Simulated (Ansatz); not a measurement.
# BrCl3Si: what the fields show

Input

```
basis:
  gaussian:
    orbitals: def2-TZVPD
crystal:
  periodic: [false, false, false]
  atoms:
    - symbol: Br
      position_ang: [0.354126, -2.248919, -0.520033]
    - symbol: Cl
      position_ang: [-1.562343, -2.570585, 2.369573]
    - symbol: Cl
      position_ang: [-0.084320, 0.360398, 1.743906]
    - symbol: Cl
      position_ang: [1.752570, -2.273313, 2.669002]
    - symbol: Si
      position_ang: [0.111196, -1.674093, 1.598837]
hamiltonian:
  xc: {name: PBE0}
output:
  forces: true
  orbitals: {seedname: orbitals}
```

Run with:

```sh
ansatz run input.yaml --threads 2 --pin off --max-ram 4350MiB --events-out events.jsonl --progress --plain --runs-dir runs
```

Geometry: B3LYP-D3(BJ)/def2-SVP.

Method: isolated molecule in a Gaussian basis; Kohn-Sham density functional theory, functional PBE0 in Ansatz 0.2.0.

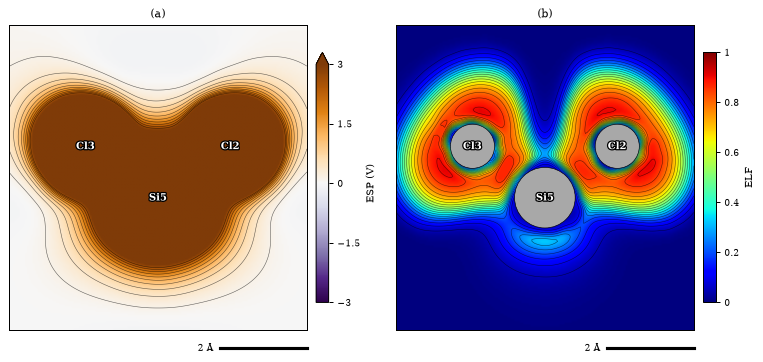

Figure 1. (a) electrostatic potential; (b) electron localisation function on the plane of atoms Cl2, Si5 and Cl3. Grey discs cover the atomic cores in the ELF map.

What does the map show?

- Atoms in the plane: Cl and Si.
- Si–Cl (2.05 Å): the ELF peaks at about 0.85 between the atoms, as expected for a polar covalent bond.
- The ELF also peaks beside Cl3 and Cl2, away from the bonds: lone-pair regions.
- The potential has no marked negative region in this plane.

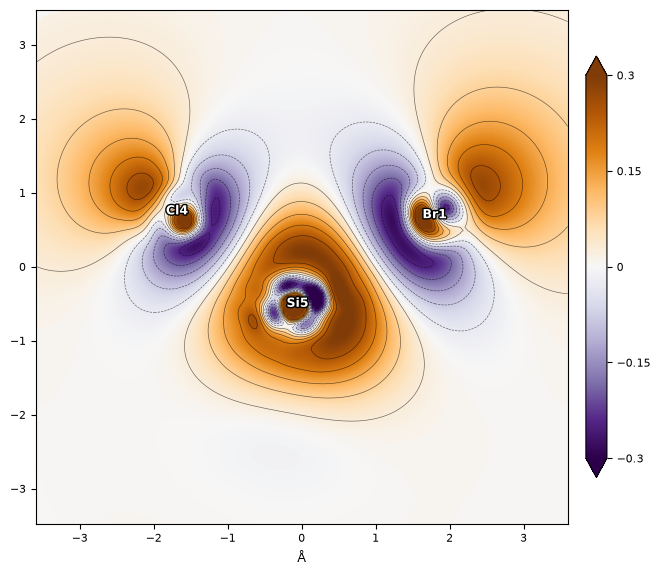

Figure 2. The LUMO on the plane of atoms Br1, Si5 and Cl4 (values in Å⁻³ᐟ²; the overall sign is arbitrary).

What is the character of this orbital?

By Hirshfeld shares it lies mainly on Si5 (about 30 %), Br1 (about 25 %), Cl3 (about 15 %), Cl2 (about 15 %) and Cl4 (about 15 %). Its energy is −1.42 eV.
